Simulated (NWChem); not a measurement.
# How basis sets differ on BSiH4F (SMILES FB[SiH3])

BSiH4F has 7 atoms, charge 0, and is taken as a singlet. SMILES: `FB[SiH3]`. The coordinates come from a PBE0-D4/def2-TZVP relaxation.

```tsv
atom	x (Å)	y (Å)	z (Å)
F	-1.3794	-1.6015	0.5718
B	-0.1867	-1.1687	0.2040
Si	0.1463	0.8056	-0.1611
H	0.6734	-2.0049	0.1073
H	0.7331	0.9545	-1.5223
H	1.1529	1.3038	0.8188
H	-1.0784	1.6429	-0.0642
```

Quantity: the lowest excitation energy, in eV. The values are calculated.

```csv
level,kind,program,value (eV),CPU time
TDA-PBE/LANL2DZ (core potential),perturbation theory,NWChem,4.57,5.3 s
TDA-PBE/MINI,perturbation theory,NWChem,4.50,3.4 s
TDA-PBE/jorge-DZP,perturbation theory,NWChem,4.49,16 s
TDA-PBE/SBKJC-VDZ (core potential),perturbation theory,NWChem,4.61,5 s
TDA-PBE/DGauss-DZVP,perturbation theory,NWChem,4.54,12 s
```

The values span 4.49 to 4.61 eV. CPU times are rough (shared hosts, several kinds of processor): they show what a rung costs within a factor of a few.

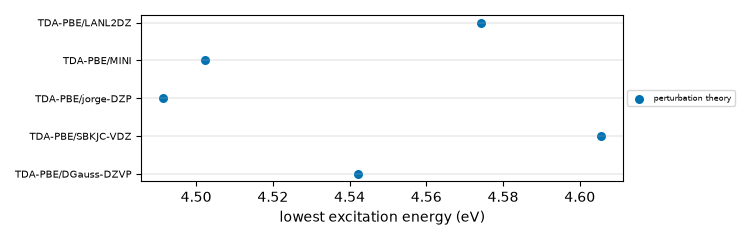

The values of the table, level by level.
